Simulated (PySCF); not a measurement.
# CH2ClF3Si: core-level calculation

System: CH2ClF3Si, SMILES F[SiH2]C(F)(F)Cl.
Method: delta-SCF UKS PBE0, pcX-2 on the ionised atom, pcseg-1 elsewhere, spin-free X2C (PySCF 2.14.0).

Figures and captions count atoms from 1; the log counts them from 0 in places.

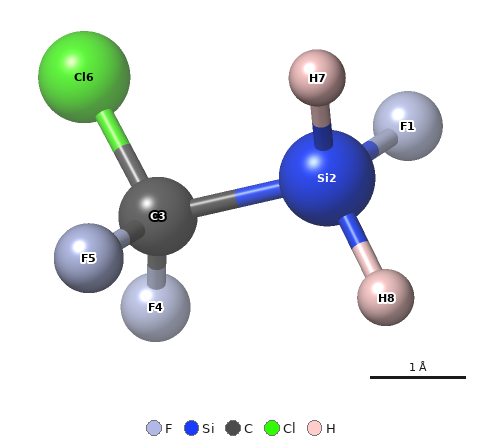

Figure 1. The input geometry (ball-and-stick view, seen at a tilt; atoms are numbered from 1 in the order of the input). Bond lengths as drawn: C–Cl 1.78 Å, C–F 1.34 to 1.35 Å, C–Si 1.92 Å, F–Si 1.62 Å and H–Si 1.48 Å.

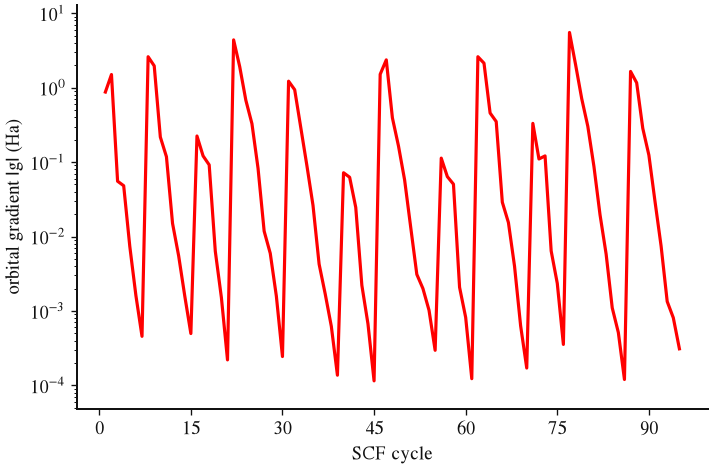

Figure 2. Convergence of the self-consistent field: orbital gradient |g| against the SCF cycle. All cycles printed in the log are drawn one after another.

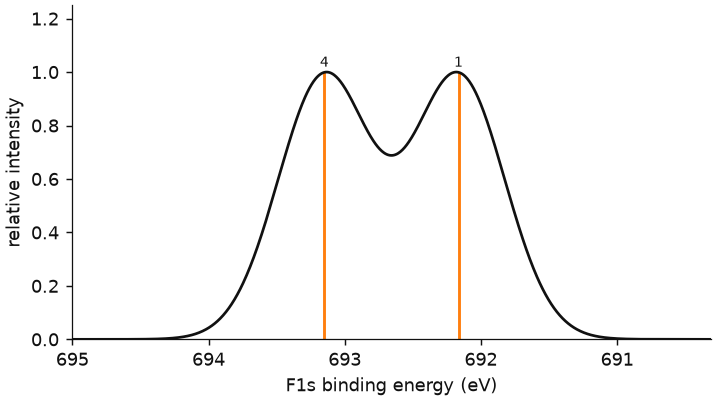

Figure 3. F1s binding energies by ΔSCF of the atoms computed, labelled by atom number, with a Gaussian envelope of 0.8 eV full width. They run from 692.16 eV (atom 1) to 693.15 eV (atom 4).

The input and output of the run follow.

**Input file**
```
{"job": {"kind": "xps", "xc": "PBE0"}, "charge": 0, "multiplicity": 1}
F      1.083108     1.498213    -1.026652
Si     0.933799     0.323652     0.076066
C     -0.827643    -0.429828    -0.083602
F     -1.049164    -0.981944    -1.282558
F     -0.977993    -1.396708     0.839702
Cl    -2.063391     0.825478     0.204052
H      1.059707     0.890581     1.439170
H      1.920122    -0.745182    -0.220968
```

The first line tells a small driver script what to run in PySCF; the rest is the geometry in Å.

Run as:
```bash
OMP_NUM_THREADS=1 python <driver script> task.json out
```

**Output**
```
ground state, core basis on atom 0 (F), 133 functions
  cycle   1  E = -1089.87104881  |g| = 8.72e-01
  cycle   2  E = -1089.62866636  |g| = 1.50e+00
  cycle   3  E = -1090.01205976  |g| = 5.53e-02
  cycle   4  E = -1090.01227408  |g| = 4.81e-02
  cycle   5  E = -1090.01261410  |g| = 7.36e-03
  cycle   6  E = -1090.01262584  |g| = 1.61e-03
  cycle   7  E = -1090.01262556  |g| = 4.56e-04
  E(ground) = -1090.01231737 Eh
hole in F 1s of atom 0
  cycle   1  E = -1063.67449173  |g| = 2.60e+00
  cycle   2  E = -1063.84524404  |g| = 1.96e+00
  cycle   3  E = -1064.56462824  |g| = 2.17e-01
[... 5 cycles left out ...]
  E(ion) = -1064.57574307 Eh   <S^2> = 0.7550   hole on atom = 1.000   binding energy = 692.164 eV
ground state, core basis on atom 1 (Si), 144 functions
[... 6 cycles left out ...]
  E(ground) = -1090.03420071 Eh
hole in Si 1s of atom 1
[... 9 cycles left out ...]
  E(ion) = -1022.16806004 Eh   <S^2> = 0.7518   hole on atom = 1.000   binding energy = 1846.732 eV
hole in Si 2p of atom 1
[... 9 cycles left out ...]
  E(ion) = -1086.03127851 Eh   <S^2> = 0.7522   hole on atom = 1.002   binding energy = 108.925 eV
  2p3/2 = 108.669 eV   2p1/2 = 109.288 eV
ground state, core basis on atom 2 (C), 133 functions
[... 6 cycles left out ...]
  E(ground) = -1089.97287454 Eh
hole in C 1s of atom 2
[... 10 cycles left out ...]
  E(ion) = -1079.08022599 Eh   <S^2> = 0.7709   hole on atom = 1.000   binding energy = 296.404 eV
ground state, core basis on atom 3 (F), 133 functions
[... 6 cycles left out ...]
  E(ground) = -1090.01068313 Eh
hole in F 1s of atom 3
[... 9 cycles left out ...]
  E(ion) = -1064.53790580 Eh   <S^2> = 0.7558   hole on atom = 1.000   binding energy = 693.150 eV
ground state, core basis on atom 5 (Cl), 144 functions
[... 6 cycles left out ...]
  E(ground) = -1090.14710168 Eh
hole in Cl 1s of atom 5
[... 9 cycles left out ...]
  cycle  10  E = -986.27942184  |g| = 1.20e-04
  E(ion) = -986.27843947 Eh   <S^2> = 0.7514   hole on atom = 1.000   binding energy = 2826.410 eV
hole in Cl 2p of atom 5
  cycle   1  E = -1082.08455987  |g| = 1.65e+00
  cycle   2  E = -1082.18505885  |g| = 1.16e+00
  cycle   3  E = -1082.51311095  |g| = 2.84e-01
  cycle   4  E = -1082.53832291  |g| = 1.24e-01
  cycle   5  E = -1082.54288746  |g| = 2.97e-02
  cycle   6  E = -1082.54326462  |g| = 7.45e-03
  cycle   7  E = -1082.54329087  |g| = 1.34e-03
  cycle   8  E = -1082.54329173  |g| = 8.10e-04
  cycle   9  E = -1082.54329187  |g| = 3.10e-04
  E(ion) = -1082.54237142 Eh   <S^2> = 0.7540   hole on atom = 1.001   binding energy = 206.935 eV
  2p3/2 = 206.232 eV   2p1/2 = 207.884 eV
```

**Results in brief**

- outcome: converged
- hardware: 1 CPU thread, shared host
- wall time: 41 s
- peak memory: 0.56 GiB
